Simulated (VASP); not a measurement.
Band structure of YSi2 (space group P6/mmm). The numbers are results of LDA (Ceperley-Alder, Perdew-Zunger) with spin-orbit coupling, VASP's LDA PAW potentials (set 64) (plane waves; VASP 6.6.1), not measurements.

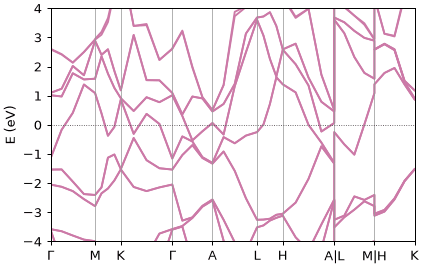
*Bands along high-symmetry lines, zero at the valence-band maximum or, without a gap, the Fermi level*

Problem. Read the plot: is there a gap, and where are the band edges?

Solution. It has no gap at this level: it comes out as a metal or semimetal.

The structure comes from a computed database's YSi2 entry (P6/mmm); how it stands against other phases isn't given here. It was relaxed first, which changed the volume by -5 %.
